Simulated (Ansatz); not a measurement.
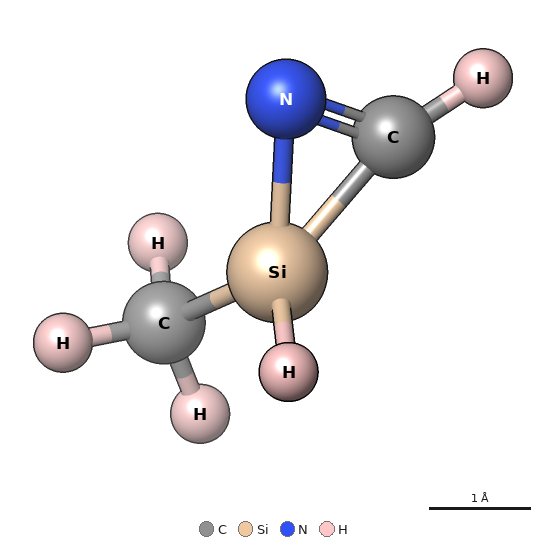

Distant atoms are faded towards the background colour. The geometry was computed by an optimisation with PBE0-D4/def2-TZVP. Masses are those of the most abundant isotopes; constants are for the rigid equilibrium geometry.

> What kind of rotor is it, and what are its rotational constants in GHz?

An asymmetric top (C1): A = 16.4, B = 4.33, C = 4.21 GHz. Ray's parameter κ is −0.98, close to the prolate limit.
